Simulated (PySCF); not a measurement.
## Electronic structure of C$_{7}$H$_{13}$NO in real space

| atom | x (Å) | y (Å) | z (Å) |
| --- | --- | --- | --- |
| C | 3.6422 | 0.2694 | 0.2496 |
| C | 2.4354 | -0.6241 | 0.4591 |
| O | 2.4269 | -1.5764 | 1.2077 |
| N | 1.3665 | -0.2698 | -0.2935 |
| C | 0.0837 | -0.9271 | -0.1897 |
| C | -0.9590 | -0.0360 | 0.4743 |
| C | -1.5117 | 1.1313 | -0.3661 |
| C | -2.9412 | 0.6847 | -0.0240 |
| C | -2.3813 | -0.6155 | 0.5734 |
| H | 3.4111 | 1.2882 | 0.5534 |
| H | 4.4689 | -0.1023 | 0.8473 |
| H | 3.9290 | 0.2721 | -0.7995 |
| H | 1.4062 | 0.5734 | -0.8434 |
| H | -0.2560 | -1.2201 | -1.1895 |
| H | 0.2438 | -1.8257 | 0.4114 |
| H | -0.5778 | 0.2948 | 1.4421 |
| H | -1.2348 | 2.1314 | -0.0386 |
| H | -1.2816 | 1.0300 | -1.4259 |
| H | -3.4184 | 1.3217 | 0.7175 |
| H | -3.6153 | 0.5659 | -0.8696 |
| H | -2.7226 | -0.8679 | 1.5742 |
| H | -2.5242 | -1.4785 | -0.0740 |

Geometry: GFN2-xTB.

Theory: PBE0/pcSseg-1, SCF density, gas phase, non-relativistic (PySCF).

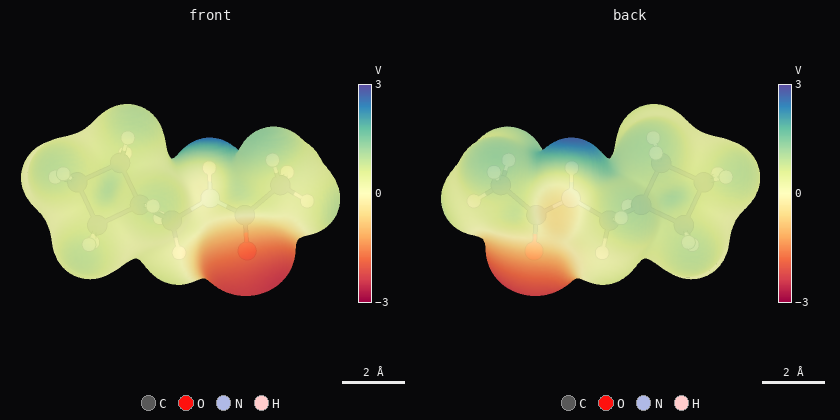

Figure 1. The electrostatic potential painted on the density surface at 0.004 e/bohr³, seen from the front and from behind; red is negative and blue positive.

> Which sites attract a positive test charge, and which a negative one?

A positive charge is drawn to the negative regions and a negative charge to the positive ones. The most negative region (about −2.4 V, or −55 kcal/mol for a unit charge) lies over O3, the most positive (about +2.6 V, or +60 kcal/mol for a unit charge) over H13. O3 is the likeliest acceptor of a hydrogen bond.

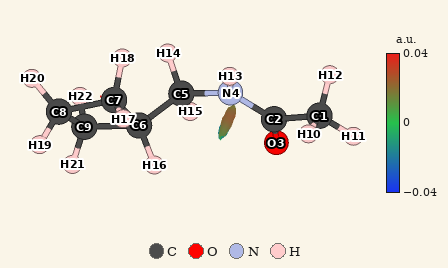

Figure 2. Non-covalent interaction (NCI) plot: the surface where the reduced density gradient is 0.6, for densities under 0.05 a.u., coloured by sign(λ₂)ρ; seen from one side.

> Identify the weak interactions.

Between H15 and C5 on one side and O3 and C2 on the other: a weak contact, attractive (blue-green) on one side and crowded (olive to red) on the other.

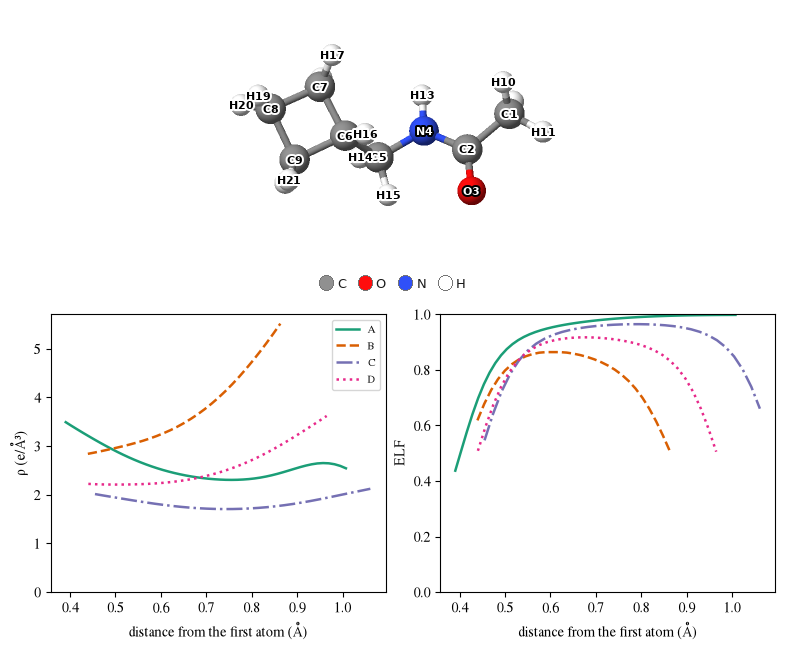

Figure 3. Total electron density and ELF along straight lines between neighbouring atoms. The curves leave out the atomic cores. The structure is drawn too.

> Which curve belongs to which contact (C–C, C–N, C–O and N–H)? The first atom named is at distance zero.

Curve A: N–H (1.01 Å): ρ is about 2.9 e/Å³ halfway; the ELF climbs to about 1 towards the hydrogen, as it does in any bond to H (a covalent bond by its length). Curve B: C–O (1.21 Å): ρ is about 3.3 e/Å³ halfway; the ELF peaks at about 0.85 between the atoms: a multiple bond. Curve C: C–C (1.52 Å): ρ is about 1.7 e/Å³ halfway; the ELF peaks at about 0.95 between the atoms: a covalent bond. Curve D: C–N (1.35 Å): the density is about 2.3 e/Å³ at the midpoint; the ELF peaks at about 0.90 between the atoms: a covalent bond.
